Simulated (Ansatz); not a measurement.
**ClFHOSi2 (SMILES F[Si]O[SiH+]Cl) (charge +1): density, localisation and related maps**

The calculation's input:

```
crystal:
  periodic: [false, false, false]
  atoms:
    - {symbol: Cl, position_ang: [-0.435266, 0.705045, -2.116395]}
    - {symbol: F, position_ang: [-0.266785, -2.444751, 1.555712]}
    - {symbol: O, position_ang: [-1.551977, -1.605421, -0.408821]}
    - {symbol: Si, position_ang: [-1.097147, -3.157520, 0.365201]}
    - {symbol: Si, position_ang: [-1.768085, -0.148166, -0.955069]}
    - {symbol: H, position_ang: [-3.004205, 0.583588, -0.636229]}
basis:
  gaussian:
    orbitals: def2-TZVPD
total_charge: 1
hamiltonian:
  xc: pbe0
output: {forces: true, orbitals: {seedname: orbitals}}
```

Command:

```sh
ansatz run input.yaml --threads 1 --pin off --max-ram 2610MiB --events-out events.jsonl --progress --plain --runs-dir runs
```

Geometry: PBE0-D3(BJ)/pcseg-1.

All numbers below come from isolated molecule in a Gaussian basis; Kohn-Sham density functional theory, functional PBE0 in Ansatz 0.2.0.

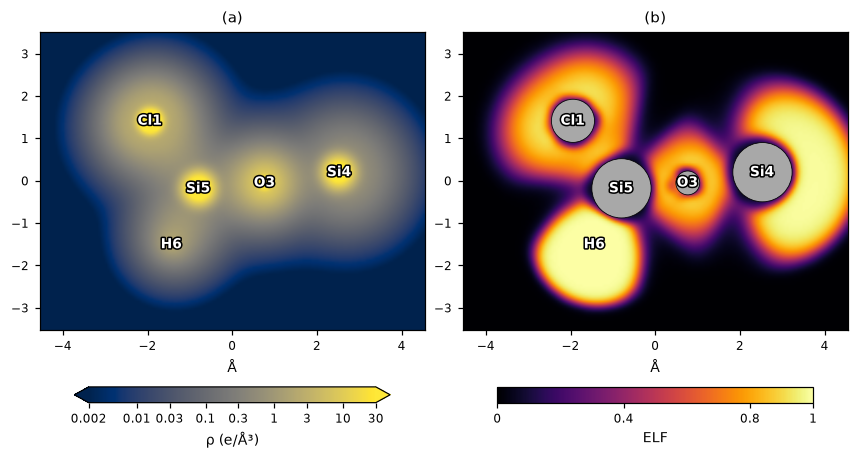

Figure 1. (a) total electron density; (b) electron localisation function on the plane of atoms Cl1, Si5 and H6. Grey discs cover the atomic cores in the ELF map.

Q: Interpret the plot.

A:
- Atoms in the plane: Cl, O, Si and H.
- Si–O (1.57 Å): the density is about 1.3 e/Å³ at the midpoint; the ELF peaks at about 0.85 between the atoms (a polar covalent bond).
- Si–Cl (1.96 Å): ρ at the midpoint is about 1.1 e/Å³; the ELF peaks at about 0.85 between the atoms; a shared but strongly polarised pair.
- Si–H (1.47 Å): ρ is about 0.91 e/Å³ halfway; the ELF climbs to about 1 towards the hydrogen, as it does in any bond to H.
- Si–O (1.79 Å): the density is about 0.79 e/Å³ at the midpoint; the ELF peaks at about 0.85 between the atoms; a polar covalent bond.
- The ELF also peaks beside O3, Si4 and Cl1, away from the bonds: lone-pair regions.

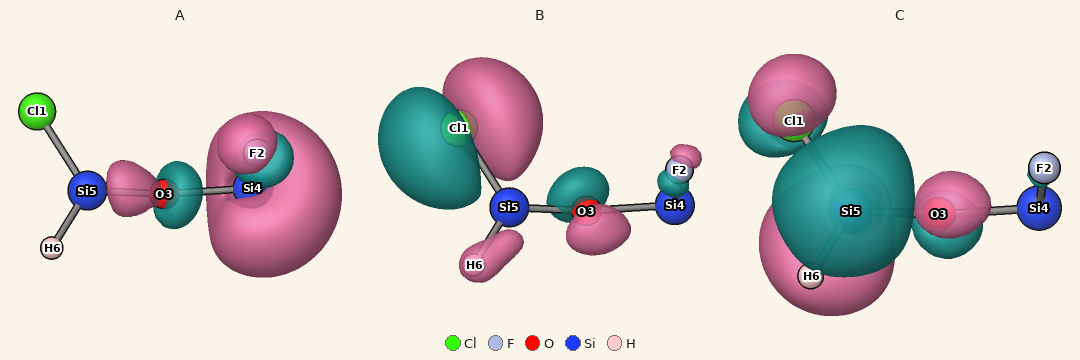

Figure 2. Three frontier orbitals at ±0.1 Å⁻³ᐟ² (teal and pink are the two phases), in no order.

Q: Order the three orbitals by energy and name them.

A: B is the HOMO−1 (−15.59 eV). By Hirshfeld shares it lies mainly on Cl1 (about 80 %) and O3 (about 5 %); largely a lone pair of Cl1. A is the HOMO (−13.10 eV). It lies mainly on Si4 (about 80 %), F2 (about 10 %) and O3 (about 10 %). C is the LUMO (−7.82 eV). By Hirshfeld shares it lies mainly on Si5 (about 65 %), Cl1 (about 15 %), O3 (about 10 %) and H6 (about 5 %).

Q: What is the HOMO–LUMO gap?

A: 5.28 eV between the orbital energies.
